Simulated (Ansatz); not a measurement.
# Lattice dynamics of Tl2Te (model cell, started as antifluorite), part 2 of 2

Task: relax Tl2Te (model cell, started as antifluorite), then find its harmonic phonons.

Ansatz 0.2.0; DFT PBEsol, scalar-relativistic, plane waves, PAW.

So far. Step 4 (Relaxing to small forces for the phonons): The forces vanish by symmetry and the pressure is -0.003 GPa, within the tolerances set. The cell now holds 37.62 Å³/atom. The relaxed cell has a = 7.671 Å (conventional setting).

The structure was built from a prototype and need not be the compound's stable phase.

### 5. Linear response at the zone centre

The zone centre comes first: it holds the modes that light can see, as far as symmetry allows. No field response is asked.

The input, input.yaml:

```yaml
crystal:
  lattice:
    - [0.0, 3.8354657154, 3.8354657154]
    - [3.8354657154, 0.0, 3.8354657154]
    - [3.8354657154, 3.8354657154, 0.0]
  atoms:
    - { symbol: Te, position: [0.0, 0.0, 0.0] }
    - { symbol: Tl, position: [0.25, 0.25, 0.25] }
    - { symbol: Tl, position: [0.75, 0.75, 0.75] }
kpoints:
  mp_grid: { grid: [8, 8, 8] }
hamiltonian:
  xc: pbesol
scf:
  occupations: { method: gaussian, width: 0.01 }
output:
  eigenvalues: true
phonons:
  method: dfpt
```

Launch:

```console
> ansatz run input.yaml --threads 4 --pin off --max-ram 7168MiB --backend cpu --events-out ev --progress --plain --runs-dir out
```

Numbers of over 12 decimals in the logs are rounded to 6 here.

What it wrote:

```text
zone centre: on kpoints.mp_grid the ground state, and the responses unless they are solved on pairs of k-points, stand on 59 of the mesh's 512 k-points, reduced under 8 symmetry operations, with k and −k counted as one. Each operation leaves every solved displacement unchanged or reverses it
[...]
Crystal: 3 atoms, lattice volume = 112.846 Å³
Basis set: ecut = 420 eV, 2229 PW (Γ), exchange–correlation on 80×80×80 points (8 copies of the dense FFT grid, shifted against one another)
Bands: 26, of which v1, the nominal top of the filled ones, is band 21 counted from 1 (20 counted from 0)
Symmetry: 48 space group operations
k-points: 59 of 512 (irreducible under 8 space group operations, time reversal used)
[...]
SCF iter   1: F=—  HF=-29493.346417 eV  |F-HF|=—  |Δ(HF+E_count)|=         —  Δρ=2.36e-3  dr2=9.63e-3  ethr=1.77e-3  ⟨swp⟩=7.2  Hψ=7072  notcnv=0
[...]
SCF iter   8: F=-29493.339553 eV  HF=-29493.339553 eV  |F-HF|=1.46e-11  |Δ(HF+E_count)|=  1.02e-10  Δρ=2.35e-8  dr2=1.11e-12  ethr=1.00e-12  ⟨swp⟩=10.3  Hψ=8599  notcnv=0
SCF 1 converged in 8 iterations: F = -29493.339553 eV  dr2 = 1.11e-12
[...]
DFPT response loops at Γ: preconditioner auto → Resta (q_TF=auto, 2.314 Å⁻¹)  ε∞=23.2 (no band partly filled); β = 1.00, the filter's whole step (`scf.mixing.beta` (0.50) is not read by the response loops at its default; to damp them type it under 1.00, their step now; it binds the ground state too); Broyden in place of MSR1
SCF converged after 8 iterations
Free energy (F): -29493.339553 eV
[...]
Internal energy: -29493.339553 eV  (E = F + TS)
E sigma→0 (E₀):  -29493.339553 eV
Fermi energy:    7.235851 eV
[...]
--- Band table (eV; the first three rows and the last of 59) ---
  k-point 0: bands = [... 17 lower, 3.1956, 5.2599, 5.2599, 5.2599, 7.6469, 7.6469, 7.6469, 11.5570, ... 1 higher]
  k-point 1: bands = [... 17 lower, 2.9442, 5.1510, 5.1510, 5.3050, 7.8397, 7.8397, 8.3074, 11.1321, ... 1 higher]
  k-point 2: bands = [... 17 lower, 2.3664, 4.9395, 4.9395, 5.7847, 8.2018, 8.2018, 9.3264, 10.9418, ... 1 higher]
  k-point 58: bands = [... 17 lower, 0.7500, 3.6741, 6.0385, 6.0385, 7.9484, 8.8860, 11.1676, 11.1676, ... 1 higher]
--- Phonons (Γ-DFPT): 2 representative perturbations + reference, on 59 of 512 k-points (Σ response iterations 6) ---
  k mesh reduced under 8 symmetry operations, with k and −k counted as one. Each operation leaves every solved displacement unchanged or reverses it
  ASR residual: 3.305e-5 → 0.000e0 eV/Å²; symmetrization residual: 1.612e-5 eV/Å²
  ASR residual per site (eV/Å²): 3.30e-5 3.14e-5 3.14e-5
  Γ frequencies (cm⁻¹): 0.00 0.00 0.00 56.55 56.55 56.55 76.39 76.39 76.39
  non-analytic LO–TO correction: not included (Born effective charges unavailable; polar crystals: no LO–TO splitting at Γ)
```

Elapsed: 12 s, on 4 threads of Arm Neoverse V2, shared host; peak memory 0.89 GiB; 45 s of CPU time.

This step gave:

```yaml
sum_rule_residual_before_enforcement: 3.30e-5 eV/Å²
point_group: m-3m
highest_optical_mode_at_the_zone_centre_no_lo_to_term: 76.39 cm⁻¹
lowest_optical_zone_centre_mode: 56.55 cm⁻¹
```

Without the LO-TO term. Patterns of degenerate modes are one choice out of their space. Modes at Γ, with each element's share of the kinetic energy:

```tsv
mode	frequency (cm⁻¹)	symmetry	Te %	Tl %
1	0.0	acoustic	24	76
2	0.0	acoustic	24	76
3	0.0	acoustic	24	76
4	56.5	T2g	0	100
5	56.5	T2g	0	100
6	56.5	T2g	0	100
7	76.4	T1u	76	24
8	76.4	T1u	76	24
9	76.4	T1u	76	24
```

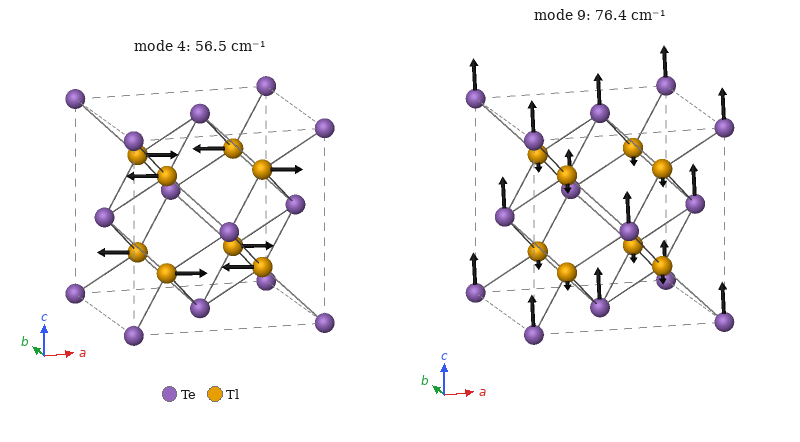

Displacement patterns of modes 4 and 9 at Γ; arrows are exaggerated. Some periodic images of atoms are drawn too.

Before it was imposed, the acoustic sum rule was missed by 3.3e-5 eV/Å². Small misses are needed for a sound result but don't prove that mesh and cutoff are converged. The lowest optical mode is real, 56.5 cm⁻¹.

### 6. Phonons on a q mesh

Stability and thermal properties need the whole zone. Linear response on a 2×2×2 q mesh gives force constants as far as a supercell of that size would.

input.yaml, as its differences from that of step 5:

```diff
@@ -19 +19,8 @@
   method: dfpt
+  qmesh: [2, 2, 2]
+  temperatures: { t_max: 1000, t_step: 50 }
+  qpath:
+    path:
+      - [[0.0, 0.0, 0.0], [0.5, 0.0, 0.5], [0.625, 0.25, 0.625]]
+      - [[0.375, 0.375, 0.75], [0.0, 0.0, 0.0], [0.5, 0.5, 0.5], [0.5, 0.25, 0.75], [0.5, 0.0, 0.5]]
+    npoints: 10
```

What it wrote:

```text
Warning: phonons: the dynamical matrix that this run interpolates holds no multipole term above the dipole-dipole one, and a site of this crystal is no centre of inversion, so its interpolated transverse optical and acoustic branches and sound speeds can stay off near Gamma, and the density of states and the thermodynamics with them. What a run solves at a wave vector of phonons.qpoints, Gamma apart, where the deck admits one, is free of this, and under fd what a larger phonons.supercell samples
[...]
Crystal: 3 atoms, lattice volume = 112.846 Å³
Basis set: ecut = 420 eV, 2229 PW (Γ), exchange–correlation on 80×80×80 points (8 copies of the dense FFT grid, shifted against one another)
Bands: 26, of which v1, the nominal top of the filled ones, is band 21 counted from 1 (20 counted from 0)
Symmetry: 48 space group operations
k-points: 29 of 512
[...]
SCF iter   1: F=—  HF=-29493.346058 eV  |F-HF|=—  |Δ(HF+E_count)|=         —  Δρ=2.35e-3  dr2=9.54e-3  ethr=1.77e-3  ⟨swp⟩=7.1  Hψ=3466  notcnv=0
[...]
SCF iter   8: F=-29493.339553 eV  HF=-29493.339553 eV  |F-HF|=7.28e-12  |Δ(HF+E_count)|=  1.09e-10  Δρ=2.10e-8  dr2=9.20e-13  ethr=1.00e-12  ⟨swp⟩=10.3  Hψ=4212  notcnv=0
SCF 1 converged in 8 iterations: F = -29493.339553 eV  dr2 = 9.20e-13
[...]
SCF iter   5: F=-29493.339553 eV  HF=-29493.339553 eV  |F-HF|=7.28e-12  |Δ(HF+E_count)|=  7.28e-12  Δρ=9.69e-8  dr2=7.28e-12  ethr=1.00e-12  ⟨swp⟩=2.0  Hψ=1479  notcnv=0
SCF 2 converged in 5 iterations: F = -29493.339553 eV  dr2 = 7.28e-12
k-points: 59 of 512 (irreducible under 8 space group operations, time reversal used)
[...]
SCF iter   3: F=-29493.339553 eV  HF=-29493.339553 eV  |F-HF|=3.64e-12  |Δ(HF+E_count)|=  1.82e-11  Δρ=1.22e-7  dr2=7.19e-12  ethr=1.00e-12  ⟨swp⟩=1.0  Hψ=3245  notcnv=0
SCF 3 converged in 3 iterations: F = -29493.339553 eV  dr2 = 7.19e-12
NSCF: frozen V_eff on 59 k-points
[...]
k-points: 163 of 1728 (irreducible under 8 space group operations, time reversal used)
[...]
SCF iter   8: F=-29493.341679 eV  HF=-29493.341679 eV  |F-HF|=2.18e-11  |Δ(HF+E_count)|=  7.28e-12  Δρ=9.39e-8  dr2=8.26e-12  ethr=1.00e-12  ⟨swp⟩=2.2  Hψ=8357  notcnv=0
SCF 4 converged in 8 iterations: F = -29493.341679 eV  dr2 = 8.26e-12
[...]
WARN: eigensolver did not converge in 2 slots of this pass, the one above among them; of largest residual over every band (k=7): 1 band(s) unlocked (lowest unlocked band 25, counted from 0; max residual 2.25e-4 eV among the unlocked bands, 2.25e-4 eV over every band); of lowest unlocked band (k=3): band 25
[...]
SCF converged after 8 iterations
Free energy (F): -29493.339553 eV
[...]
Internal energy: -29493.339553 eV  (E = F + TS)
E sigma→0 (E₀):  -29493.339553 eV
Fermi energy:    7.235851 eV
[...]
--- Band table (eV; the first three rows and the last of 29) ---
  k-point 0: bands = [... 17 lower, 3.1956, 5.2599, 5.2599, 5.2599, 7.6469, 7.6469, 7.6469, 11.5570, ... 1 higher]
  k-point 1: bands = [... 17 lower, 2.9442, 5.1510, 5.1510, 5.3050, 7.8397, 7.8397, 8.3074, 11.1321, ... 1 higher]
  k-point 2: bands = [... 17 lower, 2.3664, 4.9395, 4.9395, 5.7847, 8.2018, 8.2018, 9.3264, 10.9418, ... 1 higher]
  k-point 28: bands = [... 17 lower, 0.7500, 3.6741, 6.0385, 6.0385, 7.9484, 8.8860, 11.1676, 11.1676, ... 1 higher]
--- Phonons (Γ-DFPT): 2 representative perturbations + reference (Σ response iterations 6) ---
  ASR residual: 3.533e-5 → 0.000e0 eV/Å²; symmetrization residual: 1.717e-5 eV/Å²
  ASR residual per site (eV/Å²): 3.53e-5 2.95e-5 2.95e-5
  Γ frequencies (cm⁻¹): 0.00 0.00 0.00 56.55 56.55 56.55 76.39 76.39 76.39
--- Phonons (arbitrary-q DFPT): 3 irreducible q on the 2×2×2 mesh ---
  q = [0.0000, 0.0000, 0.0000] (star 1, of the zone-centre solve; hermiticity 1.65e-5, symmetrization 2.70e-11): -0.00 -0.00 0.00 56.55 56.55 56.55 76.39 76.39 76.39
  q = [0.0000, 0.0000, -0.5000] (star 4, 2 solved perturbations on 150 of 512 k-point pairs; hermiticity 8.21e-6, symmetrization 1.15e-11): 17.42 17.42 45.72 49.53 49.53 58.00 70.56 83.31 83.31
  q = [0.0000, -0.5000, -0.5000] (star 3, 4 solved perturbations in 308 linear systems a pass and spin channel, the states on 95 of 512 k-point pairs; hermiticity 1.30e-6, symmetrization 1.65e-12): -25.49 -25.49 41.25 41.85 41.85 62.52 75.37 75.37 82.15
  sum rule: each row above includes the acoustic sum rule's correction from the zone centre's row sums; it moved no ω² by more than (0.27 cm⁻¹)²
  mesh force constants: q→R imaginary residual 4.40e-17; ASR residual 3.533e-5 → 0.000e0 eV/Å²; symmetrization residual 1.554e-15 eV/Å²
  interpolated dispersion: 62 rows × 9 modes
  density of states and harmonic sums: on the 14×14×14 q-mesh, interpolated from the force constants of a 2×2×2 supercell (no non-analytic term)
  largest difference from the sums on the solved wave vectors: F 2.25e-1 eV, S 2.79e-4 and C_V 5.48e-5 eV/K
  zero-point energy: 0.027862 eV/cell   skipped modes (ω ≤ 0): 60, of them read as no rigid motion or as one in doubt: 57 (5.051e-1 modes/cell left out, lowest -25.49 cm⁻¹)   left out of the sums: 5.62e-2 of the cell's modes: C_V's classical limit lies that fraction below 3 k_B per atom; for a crystal, a wire or a layer, F and S can be off by more, and a phonons.interpolated_qmesh denser along its periods is the remedy for the sampling
```

Elapsed: 1.7 min, on 4 threads; peak memory 1.4 GiB; 6.5 min of CPU time.

This step gave:

| Quantity | Value |
| --- | --- |
| sum-rule residual before enforcement | 3.53e-5 eV/Å² |
| lowest frequency on the path | -25.49 cm⁻¹ |
| highest frequency on the path or at a solved wavevector | 83.6 cm⁻¹ |
| lowest mode on the q mesh (acoustic modes at Γ apart) | -25.49 cm⁻¹ |

Frequencies (cm⁻¹) solved at each irreducible wavevector; negative means imaginary. Frequencies by wavevector, by row:

```tsv
q in reciprocal lattice units	star	mode 1	mode 2	mode 3	mode 4	mode 5	mode 6	mode 7	mode 8	mode 9
0 0 0	1	0	0	0	56.5	56.5	56.5	76.4	76.4	76.4
0 0 -0.5	4	17.4	17.4	45.7	49.5	49.5	58	70.6	83.3	83.3
0 -0.5 -0.5	3	-25.5	-25.5	41.2	41.9	41.9	62.5	75.4	75.4	82.2
```

Interpolated from a 2×2×2 q mesh, without the LO-TO term. Phonon branches along the path, in cm⁻¹:

```tsv
point	branch 1	branch 2	branch 3	branch 4	branch 5	branch 6	branch 7	branch 8	branch 9
Γ	0	0	0	57	57	57	76	76	76
X	-26	-26	41	42	42	62	75	75	82
U	-13	22	40	41	44	61	75	78	80
jump to K	-13	22	40	41	44	61	75	78	80
Γ	0	0	0	57	57	57	76	76	76
L	17	17	46	50	50	58	71	83	83
W	-16	35	35	40	44	61	77	77	77
X	-26	-26	41	42	42	62	75	75	82
```

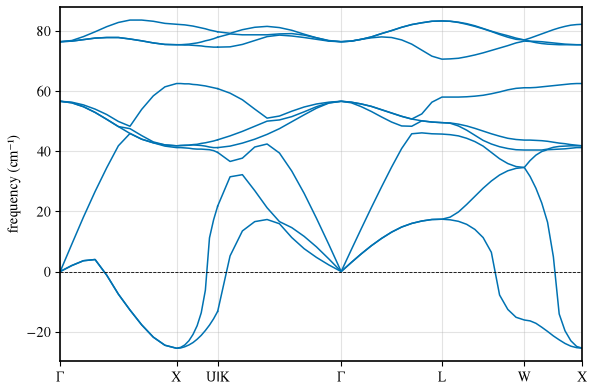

Phonon branches along the path.

The phonon density of states has structure finer than the step of the table below, so its rows give means over 10 cm⁻¹, whole bins alone (the curve runs from -25.5 to 83.5 cm⁻¹). Peaks (cm⁻¹: height): 15.5: 0.101, 43.5: 0.351, 77.5: 0.394, 81.5: 0.387.

Tetrahedra on a 14×14×14 mesh, mean over bins of 1 cm-1. Interpolated from a 2×2×2 q mesh. Phonon density of states against wavenumber; means over each step:

```tsv
wavenumber (cm⁻¹)	phonon density of states (1/cm⁻¹/cell)
-20	0.0173
-10	0.0227
0	0.0200
10	0.0606
20	0.0574
30	0.0302
40	0.163
50	0.171
60	0.0585
70	0.0394
```

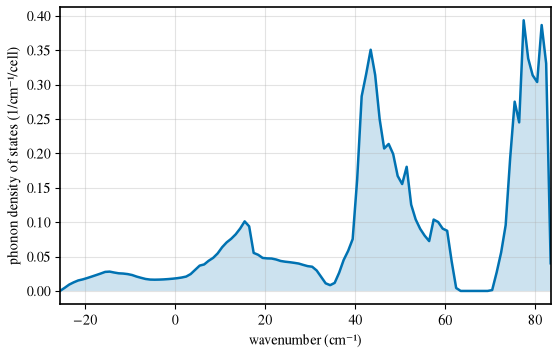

Phonon density of states against wavenumber.

Phonopy on the run's constants, 13x13x13 mesh, Gaussian sigma 2.0 cm-1. Interpolated from a 2×2×2 q mesh. Table of partial phonon density of states by wavenumber; read off at these points; values in 1/cm⁻¹/cell:

```tsv
wavenumber (cm⁻¹)	Te	Tl
-30.0	5.0e-5	3.0e-5
-25.0	0.00337	0.00233
-20.0	0.0114	0.00865
-15.0	0.0147	0.0127
-10.0	0.0121	0.0124
-5.0	0.00846	0.00966
0.0	0.00246	0.00324
5.0	0.0123	0.0206
10.0	0.0220	0.0389
15.0	0.0285	0.0544
20.0	0.0209	0.0372
25.0	0.0132	0.0255
30.0	0.0108	0.0221
35.0	0.00688	0.0193
40.0	0.0191	0.131
42.6	0.0255	0.238
44.2	0.0234	0.255
45.0	0.0203	0.248
50.0	0.00582	0.169
55.0	0.00345	0.0916
60.0	0.00164	0.0707
65.0	1.1e-4	0.00474
70.0	0.0127	0.00652
75.0	0.115	0.0891
78.0	0.19	0.121
80.0	0.206	0.105
85.0	0.0455	0.0165
90.0	1.0e-4	3.2e-5
95.0	0	0
```

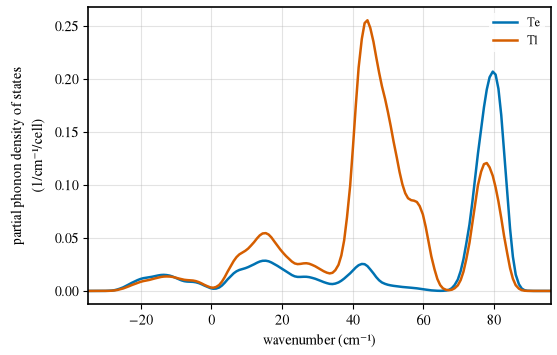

Partial phonon density of states, plotted against wavenumber.

Symmetry leaves 3 wavevectors to solve. The lowest mode among them, the acoustic zeros apart, lies at q = (0, -0.5, -0.5) and is imaginary, 25.5i cm⁻¹, so the energy falls along it.

### 7. Isotope substitution, element Te, natural mass 127.6 amu

An isotope changes the mass and not the force constants, so no new electronic calculation is needed; the shifts show which modes move this element.

The same force constants with the mass of Te changed from 127.600 to 129.906 u (phonopy, no LO-TO term). Both lists are sorted by frequency; levels can cross, so a row need not hold one and the same mode. Modes under 3 cm⁻¹ are left out. Isotope shifts, by row:

```tsv
q	rank	natural mass (cm⁻¹)	changed mass (cm⁻¹)
0 0 0	4	56.55	56.55
0 0 0	5	56.55	56.55
0 0 0	6	56.55	56.55
0 0 0	7	76.39	75.87
0 0 0	8	76.39	75.87
0 0 0	9	76.39	75.87
0 0 -0.5	1	17.42	17.36
0 0 -0.5	2	17.42	17.36
0 0 -0.5	3	45.72	45.65
0 0 -0.5	4	49.53	49.53
0 0 -0.5	5	49.53	49.53
0 0 -0.5	6	58	58
0 0 -0.5	7	70.56	70.04
0 0 -0.5	8	83.31	82.82
0 0 -0.5	9	83.31	82.82
0 -0.5 -0.5	1	-25.49	-25.35
0 -0.5 -0.5	2	-25.49	-25.35
0 -0.5 -0.5	3	41.25	41.25
0 -0.5 -0.5	4	41.85	41.85
0 -0.5 -0.5	5	41.85	41.85
0 -0.5 -0.5	6	62.52	62.52
0 -0.5 -0.5	7	75.37	75.1
0 -0.5 -0.5	8	75.37	75.1
0 -0.5 -0.5	9	82.15	81.42
```

A mode of this element alone would shift by -0.89 %. The highest zone-centre frequency without the field goes from 76.4 to 75.9 cm⁻¹ (-0.7 %). The product of the frequency ratios over all optical modes at Γ is 0.980; the product rule, (m/m′)^(3k/2) (M′/M)^(3/2) with k = 1 such atoms and M the mass of the cell, gives 0.980.

### 8. Isotope substitution, element Tl, natural mass 204.38 amu

The same for Tl, from 204.38 to 202.97 u.

The same force constants with the mass of Tl changed from 204.380 to 202.972 u (phonopy, no LO-TO term). Both lists are sorted by frequency; levels can cross, so a row need not hold one and the same mode. Modes under 3 cm⁻¹ are left out. Isotope shifts, by row:

```tsv
q	rank	natural mass (cm⁻¹)	changed mass (cm⁻¹)
0 0 0	4	56.55	56.75
0 0 0	5	56.55	56.75
0 0 0	6	56.55	56.75
0 0 0	7	76.39	76.45
0 0 0	8	76.39	76.45
0 0 0	9	76.39	76.45
0 0 -0.5	1	17.42	17.46
0 0 -0.5	2	17.42	17.46
0 0 -0.5	3	45.72	45.85
0 0 -0.5	4	49.53	49.71
0 0 -0.5	5	49.53	49.71
0 0 -0.5	6	58	58.2
0 0 -0.5	7	70.56	70.6
0 0 -0.5	8	83.31	83.41
0 0 -0.5	9	83.31	83.41
0 -0.5 -0.5	1	-25.49	-25.52
0 -0.5 -0.5	2	-25.49	-25.52
0 -0.5 -0.5	3	41.25	41.39
0 -0.5 -0.5	4	41.85	41.99
0 -0.5 -0.5	5	41.85	41.99
0 -0.5 -0.5	6	62.52	62.73
0 -0.5 -0.5	7	75.37	75.52
0 -0.5 -0.5	8	75.37	75.52
0 -0.5 -0.5	9	82.15	82.15
```

A mode of this element alone would shift by +0.35 %. The highest zone-centre frequency without the field goes from 76.4 to 76.5 cm⁻¹ (+0.1 %). The product of the frequency ratios over all optical modes at Γ is 1.013; the product rule, (m/m′)^(3k/2) (M′/M)^(3/2) with k = 2 such atoms and M the mass of the cell, gives 1.013.

### 9. What came out

- space group after relaxation (within 0.01 Å): Fm-3m
- volume per atom: 37.6 Å³
- gap on the k-mesh: 0.111 eV
- highest optical mode at the zone centre (no LO-TO term): 76.4 cm⁻¹
- lowest optical zone-centre mode: 56.5 cm⁻¹
- lowest mode on the q mesh (acoustic modes at Γ apart): -25.5 cm⁻¹
- highest frequency on the path or at a solved wavevector: 83.6 cm⁻¹
- imaginary modes on the 2×2×2 q mesh: yes

**Reading.** Modes are clearly imaginary (beyond 10i cm⁻¹) at 1 of the 3 irreducible wavevectors, most at q = (0, -0.5, -0.5) (25.5i cm⁻¹), so this structure is not a minimum of the energy. Without the field, the optical modes at Γ span 57 to 76 cm⁻¹. The highest mode in this list at Γ, 76.4 cm⁻¹, is mostly motion of Te (76 % of the kinetic energy). Where the field response was not run the interpolation lacks the dipole term, so the LO-TO splitting is missing from branches, density of states and sums. Spin-orbit coupling is left out, which can matter for the heavy elements here. A phonon run warned that its eigensolver left some bands unconverged in a pass. The starting cell was built on a prototype and not taken from a measurement, so the phase need not exist. These are harmonic frequencies at zero temperature: anharmonic shifts, linewidths and thermal expansion are left out.

[Logs are printed without paths, hosts, clocks, repeated set-up lines and the standing remarks that a program may print on its own settings, such as how far it seeks lower states.]

[Hosts, paths, dates, database ids (printed as entryN), source tags and the programs' standing remarks are cut or masked in the printed files.]
